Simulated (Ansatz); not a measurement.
## A ladder of methods for CH6FNSn (SMILES [CH3][SnH]([NH2])[F])

CH6FNSn has 10 atoms, charge 0, and is taken as a singlet. As SMILES, `[CH3][SnH]([NH2])[F]`. The shape is that of a PBE0-D4/def2-TZVP optimisation. This is one conformer, not always the lowest.

Each level gives the electronic atomisation energy (eV). The values are calculated. Electronic energies at fixed atoms, without zero-point motion or spin-orbit coupling.

```csv
level,kind,program,value (eV),less CCSD(T)/def2-SVP,CPU time (all runs)
SVWN5/def2-SVP (core potential),LDA,Ansatz,38.65,+7.03,7.6 s
PBE/def2-SVP (core potential),GGA,Ansatz,34.01,+2.39,11 s
r2SCAN/def2-SVP (core potential),meta-GGA,Ansatz,33.46,+1.84,26 s
BHLYP/def2-SVP (core potential),global hybrid,Ansatz,32.33,+0.71,14 s
wB97M-V/def2-SVP (core potential),range-separated hybrid,Ansatz,34.04,+2.42,2 min
wB97X/def2-SVP (core potential),range-separated hybrid,Ansatz,33.83,+2.21,47 s
CCSD(T)/def2-SVP (core potential),coupled cluster or CI,Ansatz,31.62,0.00,53 s
CCSD/def2-SVP (core potential),coupled cluster or CI,Ansatz,31.32,-0.30,36 s
```

Differences are taken from CCSD(T)/def2-SVP (core potential) for orientation; it has basis-set and higher-order errors of its own. Correlated wave functions underbind in double-zeta sets. The values span 31.32 to 38.65 eV. In the correlated wave-function rows the outer d shell of Sn is correlated, in sets not made for it. Times are those of the runs behind each value, whatever else they computed, on shared processors of several kinds: orders of magnitude only.

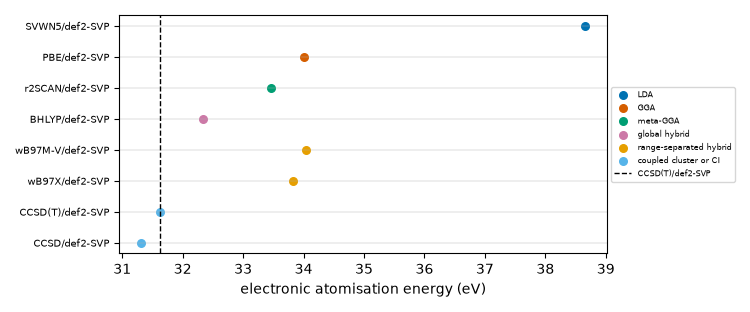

The values of the table, level by level.
